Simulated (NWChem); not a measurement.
# MP2/def2-TZVP (core potential) run of SnSe (SMILES [Se][Sn])

Aim: the energy change on altering one bond length of SnSe at MP2/def2-TZVP (core potential), from 2 runs. The job is set up through an ASE script.

Program for the calculation: NWChem 7.3.0.

4 further runs of the same task are left out: 4 set aside as unsound or not needed. Runs told in other sessions of the task aren't counted.

## Step 1: The molecule

The species is SnSe (2 atoms), meant as a singlet with charge 0. SMILES: `[Se][Sn]`. The shape is that of a PBE0-D4/def2-TZVP optimisation.

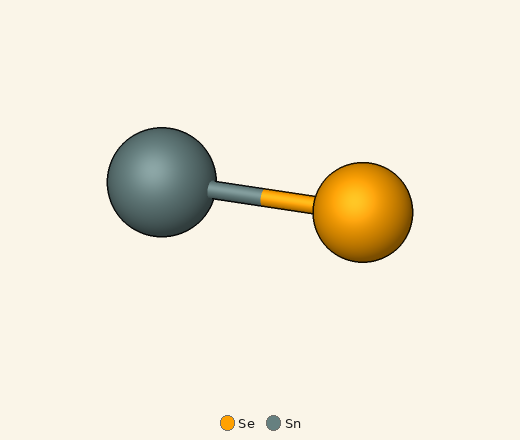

Viewed from a chosen angle; selenium orange, tin teal.

## Step 2: Energy and forces at MP2/def2-TZVP (core potential)

Contents of run.py:

```python
from ase import Atoms
from ase.calculators.nwchem import NWChem

molecule = Atoms('SeSn', positions=[
    [0.000000, -0.000000, 0.006530],
    [-0.000000, 0.000000, 2.331810],
])

calc = NWChem(
    label='job',
    theory='mp2',
    memory='2200 mb',
    basis='def2-TZVP',
    basispar='spherical bse',
    scf={'nopen': '0', 'rhf': None, 'thresh': '1e-08', 'maxiter': '80'},
    mp2={'freeze': 'core 13', 'tight': None},
    **{'ecp bse': {'Sn library': 'def2-TZVP'}},
)
molecule.calc = calc

forces = molecule.get_forces()
print("Total energy (eV):", round(molecule.get_potential_energy(), 6))
print("forces (eV/A):")
for s, f in zip(molecule.symbols, forces):
    print(f"{s:2s} {f[0]:10.5f} {f[1]:10.5f} {f[2]:10.5f}")
```

The run is started by

```bash
$ export ASE_NWCHEM_COMMAND="nwchem PREFIX.nwi > PREFIX.nwo"
$ python run.py
```

Standard output:

```text
Total energy (eV): -71125.594499
forces (eV/A):
Se    0.00000    0.00000    0.06469
Sn   -0.00000   -0.00000   -0.06469
```

The calculator wrote job.nwi:

```
title "job"

permanent_dir job

scratch_dir job

start job

geometry units angstrom nocenter noautosym noautoz
  Se 0.0000000000000000e+00 -0.0000000000000000e+00 6.5300000000000002e-03
  Sn -0.0000000000000000e+00 0.0000000000000000e+00 2.3318099999999999e+00
end

memory 2200 mb

basis spherical bse noprint
   * library def2-TZVP
end

scf
  nopen 0
  rhf
  thresh 1e-08
  maxiter 80
end
mp2
  freeze core 13
  tight
end
ecp bse
  Sn library def2-TZVP
end

task mp2 gradient
```

job.nwo:

```text
Northwest Computational Chemistry Package (NWChem) 7.3.0
             --------------------------------------------------------

           Job information
           ---------------

    nwchem branch   = 7.3.0
    use scalapack   = T
    input           = job.nwi
    prefix          = job.
    data base       = job/job.db
    status          = startup
    nproc           =        1

           Memory information
           ------------------

    heap     =     72089598 doubles =      550.0 Mbytes
    stack    =     72089595 doubles =      550.0 Mbytes
    global   =    144179200 doubles =     1100.0 Mbytes (distinct from heap & stack)
    total    =    288358393 doubles =     2200.0 Mbytes
    verify   = yes
    hardfail = no

           Directory information
           ---------------------

  0 permanent = job
  0 scratch   = job

                                NWChem Input Module
                                -------------------

                                        job
                                        ---

 Scaling coordinates for geometry "geometry" by  1.889725989
 (inverse scale =  0.529177249)

                             Geometry "geometry" -> ""
                             -------------------------

 Output coordinates in angstroms (scale by  1.889725989 to convert to a.u.)

[... 13 lines left out ...]
            Nuclear Dipole moment (a.u.)
[... 61 lines left out ...]
 1-e energy   =   -4059.178648
[... 7 lines left out ...]
         Quadratically convergent ROHF
[... 3 lines left out ...]
 Final Fock-matrix accuracy:          1.000E-10
[... 13 lines left out ...]
         Total SCF energy =  -2613.252922964799
[... 1 line left out ...]
      Two-electron energy =   1277.777545430472
[... 4 lines left out ...]
             Final eigenvalues
[... 365 lines left out ...]
 CPHF converged to   7.0D-07 in   11 iters
[... 11 lines left out ...]
 MP2 RHF      natural orbital occupation numbers
[... 80 lines left out ...]
   79    0.0004
   80    0.0004
   81    0.0004
   82    0.0004
   83    0.0003
   84    0.0003
   85    0.0003
   86    0.0003
   87    0.0002
   88    0.0002
   89    0.0002
   90    0.0001
   91    0.0000
   92    0.0000
   93    0.0000
   94    0.0000
   95    0.0000
   96   -0.0000
   97   -0.0004
   98   -0.0004

  MP2 natural orbitals output to job/job.mp2nos

                         mp2 ENERGY GRADIENTS

    atom               coordinates                        gradient
                 x          y          z           x          y          z
   1 Se      0.000000   0.000000   0.012340   -0.000000  -0.000000  -0.001258
   2 Sn      0.000000   0.000000   4.406482    0.000000   0.000000   0.001258

                 ----------------------------------------
                 |  Time  |  1-e(secs)   |  2-e(secs)   |
                 ----------------------------------------
                 |  CPU   |       0.02   |      12.26   |
                 ----------------------------------------
                 |  WALL  |       0.02   |      12.26   |
                 ----------------------------------------
 -----------------------
 Task  times  cpu:      105.0s     wall:      105.0s
 Total times  cpu:      105.0s     wall:      105.0s
```

Run time: 1.8 min. Hardware: 1 thread of Intel Xeon Platinum 8488C (Sapphire Rapids), shared host; peak memory 0.38 GiB.

## Step 3: The distorted shape: the energy at MP2/def2-TZVP (core potential)

Contents of run.py:

```python
from ase import Atoms
from ase.calculators.nwchem import NWChem

atoms = Atoms(['Se', 'Sn'], positions=[
    [0.000000, -0.000000, -0.342290],
    [-0.000000, 0.000000, 2.331810],
])

calc = NWChem(
    label='run',
    theory='mp2',
    memory='2200 mb',
    basis='def2-TZVP',
    basispar='spherical bse',
    scf={'nopen': '0', 'rhf': None, 'thresh': '1e-08', 'maxiter': '80', 'print': 'low'},
    mp2={'freeze': 'core 13', 'tight': None},
    task='energy',
    **{'ecp bse': {'Sn library': 'def2-TZVP'}},
)
atoms.calc = calc

print("Total energy (eV):", round(atoms.get_potential_energy(), 6))
```

The run is started by

```bash
$ export ASE_NWCHEM_COMMAND="nwchem PREFIX.nwi > PREFIX.nwo"
$ python run.py
```

Standard output:

```text
Total energy (eV): -71124.770964
```

The calculator wrote run.nwi:

```
title "run"

permanent_dir run

scratch_dir run

start run

geometry units angstrom nocenter noautosym noautoz
  Se 0.0000000000000000e+00 -0.0000000000000000e+00 -3.4228999999999998e-01
  Sn -0.0000000000000000e+00 0.0000000000000000e+00 2.3318099999999999e+00
end

memory 2200 mb

basis spherical bse noprint
   * library def2-TZVP
end

scf
  nopen 0
  rhf
  thresh 1e-08
  maxiter 80
  print low
end
mp2
  freeze core 13
  tight
end
ecp bse
  Sn library def2-TZVP
end

task mp2 energy
```

run.nwo:

```text
Northwest Computational Chemistry Package (NWChem) 7.3.0
             --------------------------------------------------------

           Job information
           ---------------

    nwchem branch   = 7.3.0
    use scalapack   = T
    input           = run.nwi
    prefix          = run.
    data base       = run/run.db
    status          = startup
    nproc           =        1

           Memory information
           ------------------

    heap     =     72089600 doubles =      550.0 Mbytes
    stack    =     72089597 doubles =      550.0 Mbytes
    global   =    144179200 doubles =     1100.0 Mbytes (distinct from heap & stack)
    total    =    288358397 doubles =     2200.0 Mbytes
    verify   = yes
    hardfail = no

           Directory information
           ---------------------

  0 permanent = run
  0 scratch   = run

                                NWChem Input Module
                                -------------------

                                        run
                                        ---

 Scaling coordinates for geometry "geometry" by  1.889725989
 (inverse scale =  0.529177249)

                             Geometry "geometry" -> ""
                             -------------------------

 Output coordinates in angstroms (scale by  1.889725989 to convert to a.u.)

[... 13 lines left out ...]
            Nuclear Dipole moment (a.u.)
[... 47 lines left out ...]
       Final RHF  results
[... 2 lines left out ...]
         Total SCF energy =  -2613.216744622462
      One-electron energy =  -4016.830659328979
      Two-electron energy =   1255.592306594714
 Nuclear repulsion energy =    148.021608111804
[... 16 lines left out ...]
  Use MO symmetry       = F
  Use skeleton AO sym   = F

  AO/Fock/Back tols     =   1.0D-11  1.0D-11  1.0D-11

 GA uses MA = F    GA memory limited = T

 Available:
  local mem=  1.26D+08
 global mem=  1.44D+08
 local disk=  0.00D+00
   1 passes of  15:        5242880                      72071                  17045400.
   1 passes of  15: M    126137798           G      144159992           F     120894918.

 Semi-direct pass number   1 of   1  for RHF alpha+beta  at       63.7s
 Done moints_semi at       69.8s
 Done maket at       70.0s
 Done multipass loop at       70.0s

          -------------------------------------------
          SCF energy               -2613.216744622462
          Correlation energy          -0.570399485440
          Singlet pairs               -0.286986207303
          Triplet pairs               -0.283413278137
          Total MP2 energy         -2613.787144107902
          -------------------------------------------

          ---------------------------------------------------
                    Spin Component Scaled (SCS) MP2
          Same spin pairs                     -0.188942185425
          Same spin scaling factor             0.333333333333
          Opposite spin pairs                 -0.381457300016
          Opposite spin scaling fact.          1.200000000000
          SCS-MP2 correlation energy          -0.520729488494
          Total SCS-MP2 energy             -2613.737474110956
          ---------------------------------------------------

 -----------------------
 Task  times  cpu:       70.0s     wall:       70.0s
 Total times  cpu:       70.0s     wall:       70.0s
```

Wall time 72 s (1 thread of Intel Xeon Platinum 8488C (Sapphire Rapids), shared host); peak memory 0.29 GiB.

## Step 4: Summary of results

At MP2/def2-TZVP (core potential), 13 core orbitals frozen:

| quantity | value |
| --- | --- |
| first shape: total energy | -2613.81741 Eh |
| first shape: dipole moment (of the density that the program reports) | 2.79 D |
| first shape: HOMO energy (Hartree–Fock orbitals) | -9.07 eV |
| first shape: LUMO energy (Hartree–Fock orbitals) | -0.02 eV |
| first shape: HOMO–LUMO gap (Hartree–Fock orbitals) | 9.05 eV |
| first shape: correlation energy (13 core orbitals frozen) | -564.5 mEh |
| first shape: largest force on an atom | 0.065 eV/Å |
| distorted shape: total energy | -2613.78714 Eh |
| distorted shape: correlation energy (13 core orbitals frozen) | -570.4 mEh |
| energy change with the Se1–Sn2 bond stretched from 2.325 to 2.674 Å | 0.824 eV |

**Reading.** With the Se1–Sn2 bond stretched from 2.325 to 2.674 Å the energy rises by 0.82 eV (19.0 kcal/mol). The first shape isn't relaxed at this level, so the change isn't measured from a minimum.
